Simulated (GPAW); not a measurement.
# Polarising Si/Cu(110) with a field along the normal

The dipole of the cell at several fields, atoms fixed. What does the strongest field give, and what length does the slope stand for?

Set-up. GPAW 26.7.0, plane waves (400 eV), PAW setups, PBE, 9×12 mesh, a dipole layer in the vacuum; geometry relaxed without an applied field with GPAW. The cell's area is 9.22 Å², and e/ε0 = 180.95 V Å.

The runs, one held back:

```
field (V/Å)  dipole (e Å)
       −0.2       −0.1220
       −0.1       −0.0695
      −0.05       −0.0431
       0.05        0.0095
        0.1        0.0360
        0.2        0.0888
        0.3             ?
```

To predict: What is the dipole at 0.3 V/Å?

**Working.** A line through the 6 points has the slope α = 0.527 e Å per V/Å and the intercept p₀ = −0.0167 e Å (r.m.s. residual 9.4e−05). At 0.3 V/Å it gives p = −0.0167 + 0.527 × 0.3 = 0.1414 e Å; the run gives 0.1416 e Å, so the response stays linear to 0.2 % of the induced part. Dividing by ε0 and the area: α/(ε0 A) = 0.527 × 180.95 / 9.22 = 10.35 Å, against 7.45 Å between the outer nuclei.

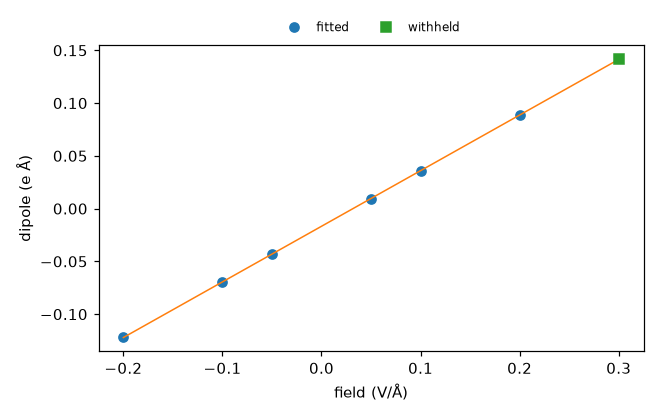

The line and the withheld run.

**Limits.** This is the electronic response alone; ions that move would add to it in polar layers. No run was spin-polarised, so magnetic states weren't tested.

[Logs are printed without paths, hosts, clocks, repeated set-up lines and the standing remarks that a program may print on its own settings, such as how far it seeks lower states.]
